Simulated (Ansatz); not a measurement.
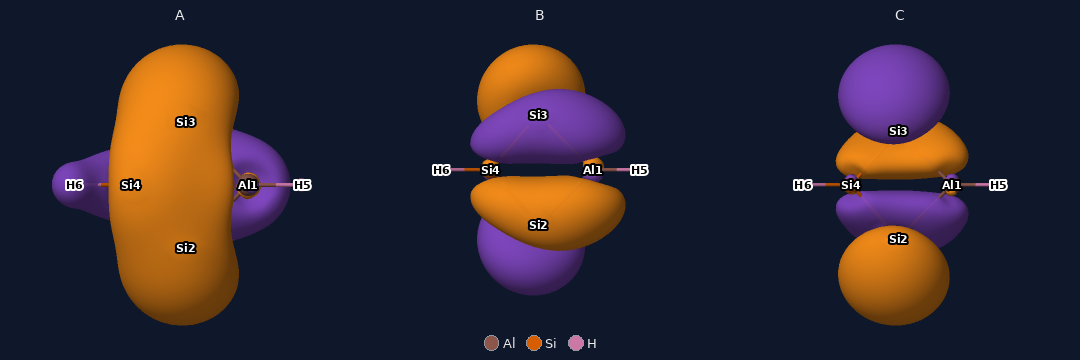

AlH₂Si₃ (SMILES [AlH]1[Si][SiH]=[Si]1) (doublet). Three frontier orbitals at ±0.06 Å⁻³ᐟ² (orange and purple are the two phases), in no order.

Geometry: PBE0-D3(BJ)/def2-SVP.

Method: isolated molecule in a Gaussian basis; Kohn-Sham density functional theory, functional PBE0 in Ansatz.

| atom | x (Å) | y (Å) | z (Å) |
| --- | --- | --- | --- |
| Al | -3.3972 | -2.0502 | 0.0361 |
| Si | -2.8165 | -2.3921 | -2.2770 |
| Si | -1.4983 | -0.5684 | -0.0136 |
| Si | -2.3603 | -0.2146 | -2.0469 |
| H | -4.5141 | -2.5137 | 1.0600 |
| H | -2.2676 | 0.9210 | -3.0158 |

Order the three orbitals by energy and name them. All are α orbitals.

A is the HOMO−1 (α) (−6.57 eV). By Hirshfeld shares it lies mainly on Si2 (about 30 %), Si3 (about 30 %), Si4 (about 20 %) and Al1 (about 15 %). B is the HOMO (α) (−5.76 eV). By Hirshfeld shares it lies mainly on Si2 (about 35 %), Si3 (about 35 %), Al1 (about 15 %) and Si4 (about 10 %). C is the LUMO (α) (−2.24 eV). By Hirshfeld shares it lies mainly on Si2 (about 40 %), Si3 (about 40 %), Si4 (about 10 %) and Al1 (about 5 %).

What is the gap between the highest occupied and lowest empty α orbitals?

3.52 eV between the orbital energies.
